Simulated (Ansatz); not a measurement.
# BH3 (SMILES [H]B([H])[H]): CCSDTQ/6-31G(d) (spherical functions)

Aim: the vertical electron affinity of BH3 at CCSDTQ/6-31G* (spherical functions), from 2 runs. 

Program for the calculation: Ansatz 0.2.0.

69 further runs of the same task are left out: 2 that didn't finish, 67 set aside as unsound or not needed.

## Step 1: The molecule

The species is BH3 (4 atoms), meant as a singlet with charge 0. As SMILES, `[H]B([H])[H]`. Geometry: relaxed at GFN2-xTB.

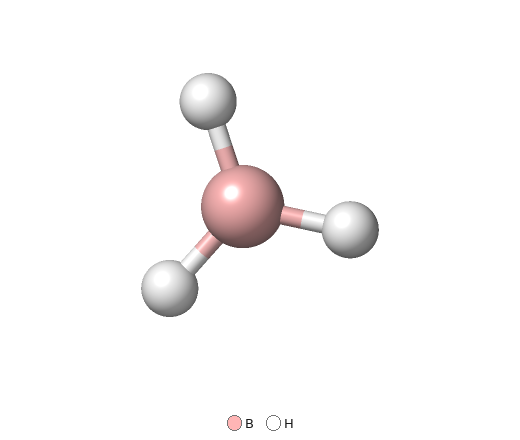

The structure, seen from a chosen angle (boron pink, hydrogen white).

## Step 2: A single-point energy at CCSDTQ/6-31G(d) (spherical functions)

Input file job.yaml:

```yaml
crystal:
  periodic: [false, false, false]
  atoms:
    - {symbol: B, position_ang: [0.000060, 0.000030, -0.001400]}
    - {symbol: H, position_ang: [1.163870, -0.030320, 0.015280]}
    - {symbol: H, position_ang: [-0.555340, 1.023410, -0.018650]}
    - {symbol: H, position_ang: [-0.608600, -0.993120, 0.004770]}
basis:
  gaussian: {orbitals: 6-31G_st_-spherical.json}
accuracy: high
magnetization: {spin_polarized: false, initial_magnetization: 0}
scf: {omitted_lower_state_checks: [cluster_reference, increment]}
correlation: {method: ccsdtq, frozen_orbitals: {B: 1, H: 0}}
```

The basis set 6-31G* is read from a file made from the Basis Set Exchange's data (not shown).

Run with:

```console
$ ansatz run job.yaml --threads 1 --pin off --max-ram 2610MiB --events-out events.jsonl --progress --plain --runs-dir runs
```

Output, cut to the lines that bear on the results:

```text
Warning: RAYON_NUM_THREADS=1 ignored (pool sized by the plan → 1); use --threads N
Functional definition: HF
  name "HF"
[...]
417 factors; integrals over basis functions are off by at most 3.7e-9 eV
[...]
mean field -718.06758758 eV, -26.3884971198 hartree, gradient 7.8e-9 eV, S^2 0.000000; 0 other end points of the search recorded, 0 dependent functions left out
1 core orbitals not correlated: weight in the atoms' cores, before any rotation towards them, 1.000 or more for the frozen orbitals, at most 0.000 for the correlated occupied ones
reference -718.06758758 eV, -26.3884971198 hartree; 3, 3 occupied and 16, 16 virtual orbitals, 417 factors
second order -2.00326217 eV of doubles, -0.00000000 eV of singles
cycle   1  -2.38117573 eV  change   -3.8e-1 eV  update   4.3e-2
[...]
cycle  17  -2.55824991 eV  change   1.2e-10 eV  update  2.4e-10
Total energy: -720.62583748 eV, -26.4825110698 hartree
Checks for a lower state left out: cluster_reference, increment
```

Run time: 2.9 s. Hardware: 1 thread of Arm Neoverse V1, shared host; peak memory 0.11 GiB.

## Step 3: The doublet anion at the same level

Input file input.yaml:

```yaml
crystal:
  periodic: [false, false, false]
  atoms:
    - {symbol: B, position_ang: [0.000060, 0.000030, -0.001400]}
    - {symbol: H, position_ang: [1.163870, -0.030320, 0.015280]}
    - {symbol: H, position_ang: [-0.555340, 1.023410, -0.018650]}
    - {symbol: H, position_ang: [-0.608600, -0.993120, 0.004770]}
basis:
  gaussian:
    orbitals: 6-31G_st_-spherical.json
total_charge: -1
magnetization:
  spin_polarized: true
  initial_magnetization: 1
correlation:
  method: ccsdtq
  frozen_orbitals: {B: 1, H: 0}
accuracy: high
scf:
  omitted_lower_state_checks: [cluster_reference, increment]
```

The basis set 6-31G* is read from a file made from the Basis Set Exchange's data (not shown).

Run with:

```console
$ ansatz run input.yaml --threads 1 --pin off --max-ram 2610MiB --events-out events.jsonl --progress --plain --runs-dir runs
```

Output, cut to the lines that bear on the results:

```text
Warning: RAYON_NUM_THREADS=1 ignored (pool sized by the plan → 1); use --threads N
[... 2 set-up lines as earlier in the session ...]
[...]
417 factors; integrals over basis functions are off by at most 3.7e-9 eV
[...]
mean field -716.33046035 eV, -26.3246588718 hartree, gradient 7.8e-9 eV, S^2 0.761610; 0 other end points of the search recorded, 0 dependent functions left out
1 core orbitals not correlated: weight in the atoms' cores, before any rotation towards them, 1.000 or more for the frozen orbitals, at most 0.000 for the correlated occupied ones
reference -716.33046035 eV, -26.3246588718 hartree; 4, 3 occupied and 15, 16 virtual orbitals, 417 factors
second order -2.29156060 eV of doubles, -0.00000000 eV of singles
cycle   1  -2.67889950 eV  change   -3.9e-1 eV  update   4.8e-2
[...]
cycle  19  -2.88769835 eV  change   1.2e-10 eV  update  5.4e-10
Total energy: -719.21815871 eV, -26.4307798289 hartree
Checks for a lower state left out: cluster_reference, increment
```

Wall time 21 s (1 thread of Arm Neoverse V1, shared host); peak memory 0.17 GiB.

## Step 4: What came out

Level: CCSDTQ/6-31G* (spherical functions), 1 core orbital frozen.

| quantity | value |
| --- | --- |
| singlet BH3: total energy | -26.48251 Eh |
| singlet BH3: correlation energy (1 core orbital frozen) | -94.0 mEh |
| singlet BH3: T1 diagnostic | 0.007 |
| doublet anion: total energy | -26.43078 Eh |
| doublet anion: correlation energy (1 core orbital frozen) | -106.1 mEh |
| doublet anion: ⟨S²⟩ of the reference determinant | 0.762 |
| doublet anion: T1 diagnostic | 0.009 |
| vertical electron affinity (to the doublet anion) | -1.408 eV |

What this shows: The anion lies 1.41 eV (32 kcal/mol) above the neutral: the electron isn't bound at this level, and such a value depends on the basis. Without diffuse functions anions come out too high.
